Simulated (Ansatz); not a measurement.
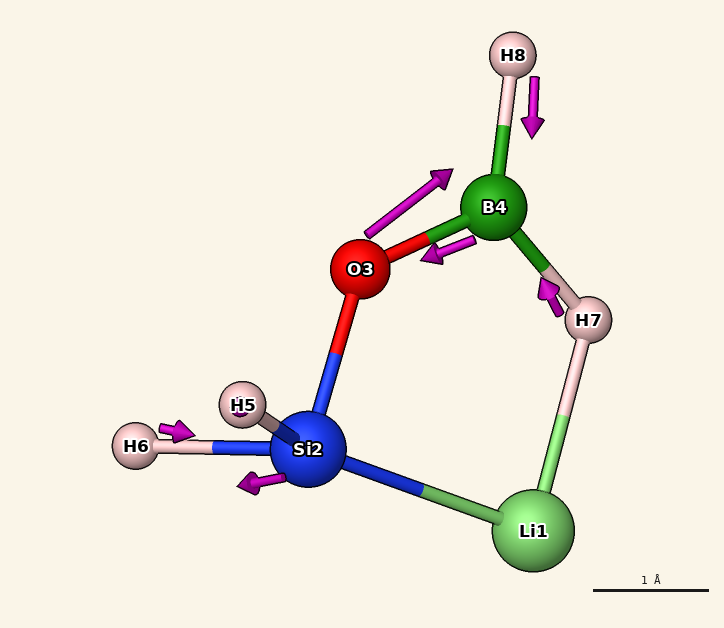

Arrows show the forces on the atoms, 0.2 Å of arrow for 1 eV/Å; forces under a tenth of the largest aren't drawn. Level of theory: r2SCAN-D4/def2-TZVPP (Ansatz 0.2.0).

On which atom is the force largest, and how large is it?

Answer. On O3: 5.03 eV/Å.

Along which bond is the force strongest?

Answer. O3–B4, now 1.409 Å: the forces pull its atoms together, so a first step downhill shortens it.

List the force components in the frame of the picture (x right, y up, z towards the viewer), in eV/Å.

| atom | Fx | Fy | Fz |
| --- | --- | --- | --- |
| Li1 | 0.18 | −0.05 | −0.05 |
| Si2 | −2.09 | −0.41 | −1.36 |
| O3 | 3.80 | 2.93 | −1.52 |
| B4 | −2.41 | −0.94 | −0.62 |
| H5 | −0.08 | −0.08 | 1.09 |
| H6 | 1.57 | −0.35 | 0.57 |
| H7 | −0.83 | 1.64 | 1.13 |
| H8 | −0.13 | −2.74 | 0.76 |
